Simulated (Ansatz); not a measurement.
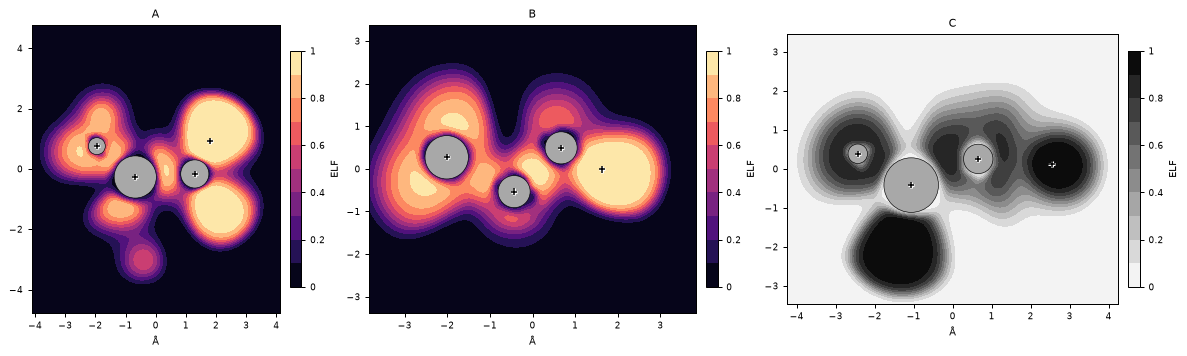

The ELF of 3 systems, each on a plane through atoms (crosses mark nuclei in the plane; grey discs cover the cores).

Level of theory: Ansatz 0.2.0, RKS PBE0-D4/def2-TZVPP.

System 1: CH5BOSSi, the plane of atoms B1, Si2 and O3. Geometry: PBE0-D4/def2-TZVP.

```yaml
atoms:
  - { symbol: B, position_ang: [-1.5114, -0.0265, -0.4531] }
  - { symbol: Si, position_ang: [0.1207, -0.4727, 0.5674] }
  - { symbol: O, position_ang: [1.1060, -1.7560, 0.7947] }
  - { symbol: C, position_ang: [1.0040, 1.1059, 0.1822] }
  - { symbol: S, position_ang: [0.1353, 0.6392, -1.3791] }
  - { symbol: H, position_ang: [-2.1779, 0.8540, 0.0111] }
  - { symbol: H, position_ang: [-2.0252, -0.8981, -1.0938] }
  - { symbol: H, position_ang: [0.7158, -2.6295, 0.7121] }
  - { symbol: H, position_ang: [0.6325, 2.0329, 0.6119] }
  - { symbol: H, position_ang: [2.0831, 1.0996, 0.0495] }
```

System 2: C2H3F2NSi (SMILES N=C1C(F)[SiH]1F), the plane of atoms C2, Si5 and F6. Geometry: PBE0-D4/def2-TZVP.

```yaml
atoms:
  - { symbol: N, position_ang: [-1.7637, -0.5051, 0.7883] }
  - { symbol: C, position_ang: [-0.5596, -0.2493, 0.5264] }
  - { symbol: C, position_ang: [0.4831, -0.6235, -0.4805] }
  - { symbol: F, position_ang: [0.1767, -1.1953, -1.6777] }
  - { symbol: Si, position_ang: [0.5992, 1.1390, 0.1595] }
  - { symbol: F, position_ang: [1.9119, 1.5612, 0.9491] }
  - { symbol: H, position_ang: [-2.0959, -1.3069, 0.2420] }
  - { symbol: H, position_ang: [1.2873, -1.1737, 0.0295] }
  - { symbol: H, position_ang: [0.0494, 2.3073, -0.5538] }
```

System 3: C2H3Cl3, the plane of atoms C2, C1 and H7. Geometry: PBE0-D4/def2-TZVP.

```yaml
atoms:
  - { symbol: C, position_ang: [-0.1920, -0.4126, 0.7079] }
  - { symbol: C, position_ang: [0.1704, 0.3093, -0.5649] }
  - { symbol: Cl, position_ang: [-0.2213, 2.0346, -0.4195] }
  - { symbol: Cl, position_ang: [-0.7360, -0.3718, -1.9308] }
  - { symbol: Cl, position_ang: [1.9077, 0.1404, -0.8876] }
  - { symbol: H, position_ang: [-1.2601, -0.3016, 0.8948] }
  - { symbol: H, position_ang: [0.0530, -1.4698, 0.6060] }
  - { symbol: H, position_ang: [0.3704, 0.0143, 1.5382] }
```

### Which map belongs to which system?

Panel A is system 1, CH5BOSSi: the plane holds B, Si, O and H. Si–O (1.63 Å): the ELF peaks at about 0.85 between the atoms (a polar covalent bond). Panel B is system 3, C2H3Cl3: the plane holds C, Cl and H. C–C (1.51 Å): the ELF peaks at about 0.95 between the atoms, as expected for localised, covalent bonding. Panel C is system 2, C2H3F2NSi: the plane holds C, Si, F and H.
